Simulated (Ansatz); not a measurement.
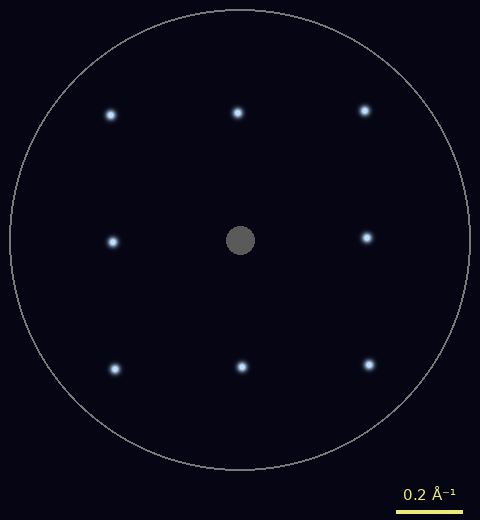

Simulated LEED pattern at 110 eV and normal incidence, from the upper face of a slab model. Spot positions follow from the surface net; brightness is a rough single-scattering estimate from the outer layers, good only for telling present from absent.

Find the real-space surface cell from the pattern.

Answer. The spots form a square reciprocal net with shortest vectors 0.385 and 0.385 Å⁻¹ at 90.0°. The primitive real-space mesh has edges 2.60 and 2.60 Å at 90.0° (or its supplement) and area 6.7 Å².

The slab has composition Ta (1 atoms a cell, 0.0 Å thick). Structure: coordinates from a relaxation with Ansatz, DFT PBE, scalar-relativistic, plane waves, PAW; the starting structure was generated, so it need not be a known form of this composition.

```
Ta
1.0
     2.59531    0.00000    0.00000
     0.00000    2.59531    0.00000
     0.00000    0.00000   23.80000
Ta
1
Cartesian
  0.0000 0.0000 7.0000
```

Which atoms form the outermost layer?

Answer. The highest atoms of the upper face (within 0.6 Å of the top) are Ta; the spot positions alone do not show this.
